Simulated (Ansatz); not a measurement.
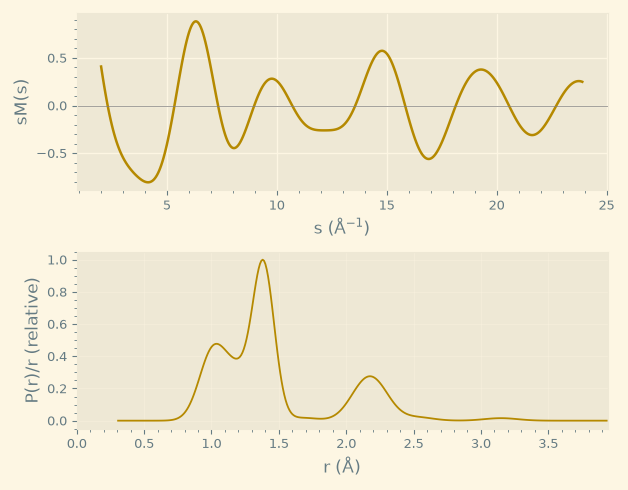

Simulated gas electron diffraction: reduced molecular intensity sM(s) from the Debye equation in the first Born approximation (top) and the radial distribution curve (bottom) of BH4N. Each pair of atoms contributes with weight ZᵢZⱼ/r; damping constant 0.002 Å²; vibrational amplitudes assumed, not computed: 0.05 Å for bonds, 0.078 Å for bonds to H, 0.06 + 0.015 r up to 0.15 Å for other pairs. The geometry is the end point of an optimisation (RKS PBE0-D4/def2-mTZVP in Ansatz 0.2.0); it may be a saddle point or a higher isomer.

> Read the positions of the first 3 clear peaks and name the main pairs (– for bonds).

Peak 1, 1.04 Å: N–H 1.01 Å (×2)
Peak 2, 1.38 Å: B–H 1.20 Å (×2), N–B 1.39 Å, not resolved
Peak 3, 2.18 Å: B···H 2.12 Å (×2), N···H 2.23 Å (×2), not resolved
